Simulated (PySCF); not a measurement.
# O4Ru, SMILES `O=[Ru](=O)(=O)=O`: electronic structure

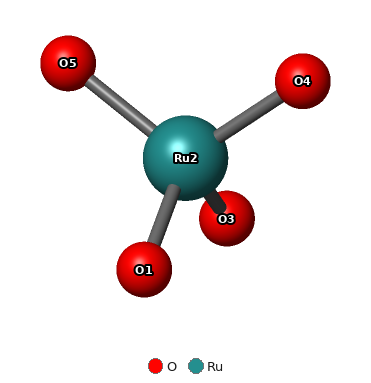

The molecule, with its atoms numbered as below. No frequency check shows the geometry to be a minimum.

Geometry (Å), atoms numbered from 1:

```
O1      -0.1661    0.9261    1.2988
Ru2      0.0000   -0.0001    0.0000
O3       0.1660    0.9262   -1.2988
O4      -1.2990   -0.9259   -0.1661
O5       1.2991   -0.9259    0.1660
```

### 1. Bonding charge

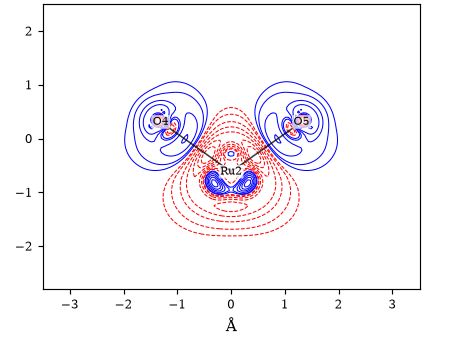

Deformation density (molecule less spherical, spin-averaged free atoms) in the plane of Ru2, O4 and O5; contours at ±0.05 to ±0.8 e/Å³; solid blue lines: gain, dashed red lines: loss.

Computed with PySCF, PBE0/def2-SVPD, geometry: GFN2-xTB. Core potentials replace the inner electrons of Ru; spin–orbit coupling isn't included. This is a single-reference result, which may miss multireference character in this system.

**Describe the bonding that the map shows.**

Ru2–O5 and Ru2–O4: +0.12 e/Å³ at the bond critical point (bond length 1.60 Å). In all, 1.5 electrons gather in the regions of gain relative to the promolecule. A small or negative value marks a very polar bond, one between electron-rich atoms, whose free-atom densities already overlap strongly, a long bond to a heavier atom, or a closed-shell contact such as a hydrogen bond.

**Where do the Hirshfeld charges lie?**

The highest Hirshfeld charge is on Ru2 (+1.12 e), the lowest on O1, O3, O4 and O5 (−0.28 e).

### 2. Bond critical points

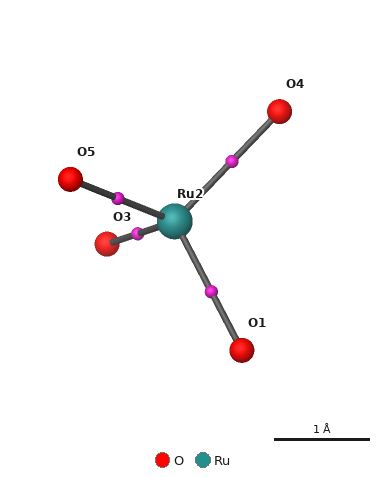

Molecular graph of the electron density (QTAIM): bond paths, bond critical points (magenta), ring points (cyan, if any); weak paths are dashed.

**How many critical points of each kind are there, and does the count close?**

5 nuclei, 4 bond, 0 ring and 0 cage critical points: 5 − 4 + 0 − 0 = 1, as the Poincaré–Hopf relation requires.

**What does the calculation give at each kind of bond critical point?**

```tsv
bond	length (Å)	ρ (a.u.)	∇²ρ (a.u.)	ε	H (a.u.)
O1–Ru2 (4 alike)	1.604	0.337	+0.81	0.00	−0.321
```

**What kind of interaction is O1–Ru2?**

Polar or intermediate (positive Laplacian, negative energy density H): ρ = 0.337, ∇²ρ = +0.81, H = −0.321 a.u.

### 3. Electrostatic potential

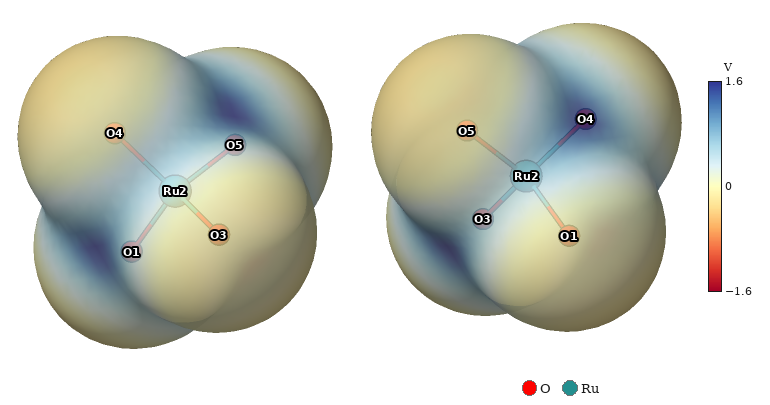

Electrostatic potential on the surface of electron density 0.001 a.u. (back view left, front view right).

**Where are the extremes of the potential on the surface?**

Highest: 1.59 V, off the Ru2–O5 bond (2.1 Å from its atoms), and at like points elsewhere. Lowest: −0.29 V, 1.7 Å from O1, and at like points elsewhere. The surface is sampled at points, so like sites can differ by a few per cent and only the strongest of them is named.

### 4. In an electric field

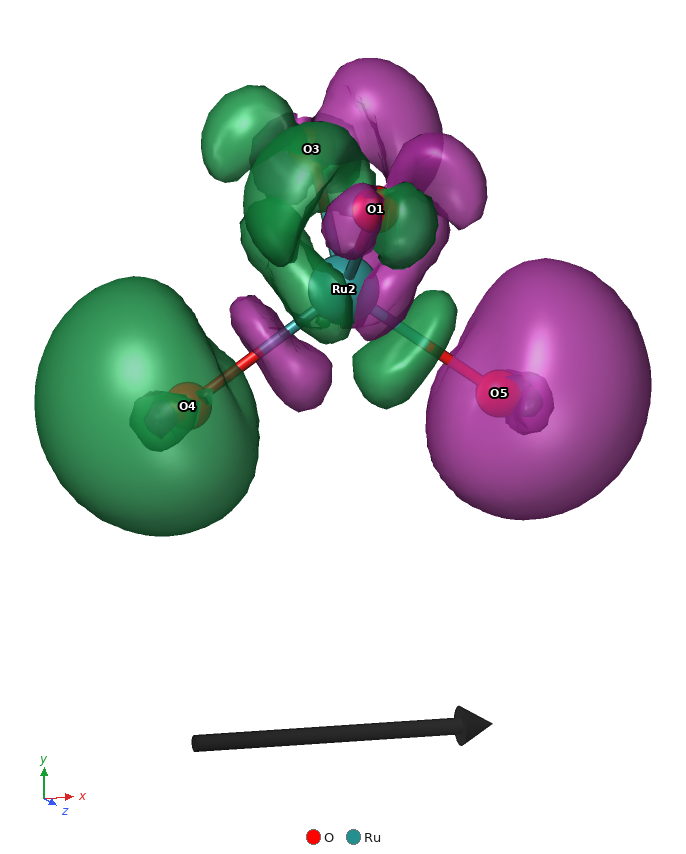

Change of the electron density in a uniform field of 0.26 V/Å along +x (arrow), surfaces at ±0.002 e/Å³ (green: gain, purple: loss).

Method: ωB97X/def2-SVPD; geometry: GFN2-xTB; program: PySCF. Core potentials replace the inner electrons of Ru; spin–orbit coupling isn't included. This is a single-reference result, which may miss multireference character in this system.

**What dipole is induced, and what polarisability does it imply?**

The induced dipole is 0.58 D (along the field); α along this axis, from the fields in both directions, is 46 bohr³ (6.8 Å³).

**Which atoms gain and lose the most charge?**

Electrons gather most on O4 (Hirshfeld charge changes by −0.024 e) and leave O5 most (+0.024 e); 0.048 electrons are displaced in all.

### 5. Localised orbitals

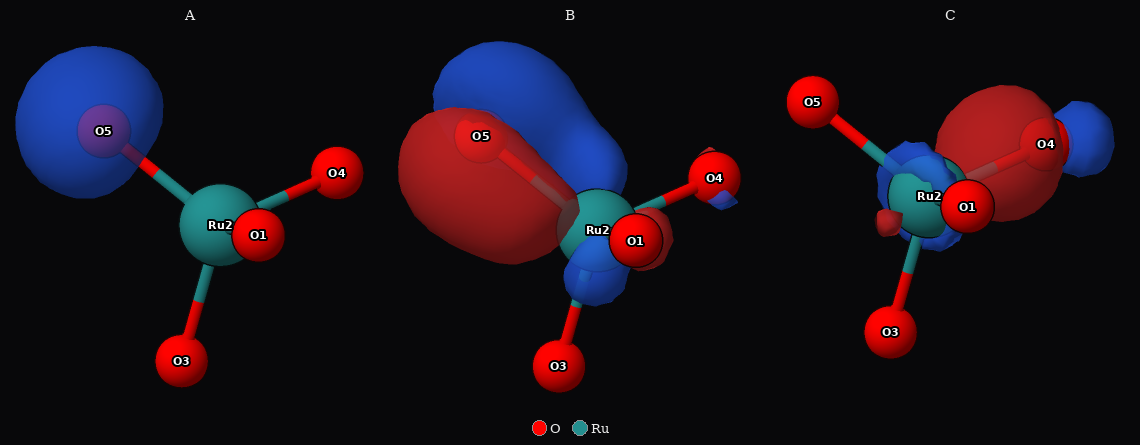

Pipek–Mezey orbitals, occupied; each surface holds about 80 % of the orbital's density. Energies are diagonal elements of the Fock matrix.

Computed with PySCF, BLYP/def2-TZVP, geometry: GFN2-xTB. Core potentials replace the inner electrons of Ru; spin–orbit coupling isn't included. This is a single-reference result, which may miss multireference character in this system.

**Name the orbitals, with their atomic make-up and energies.**

By panel:
- A: lone pair on O5 (s-type) (O5 97 %; −21.0 eV)
- B: lone pair on O5, partly donated to Ru2 (O5 85 %, Ru2 13 %; −11.2 eV)
- C: σ bond O4–Ru2 (O4 69 %, Ru2 29 %; −19.9 eV)

The PySCF runs shown took 11 s, 29 s and 24 s on 1 thread of Intel(R) Xeon(R) Platinum 8259CL CPU @ 2.50GHz (Skylake/Cascade Lake), on a shared host.
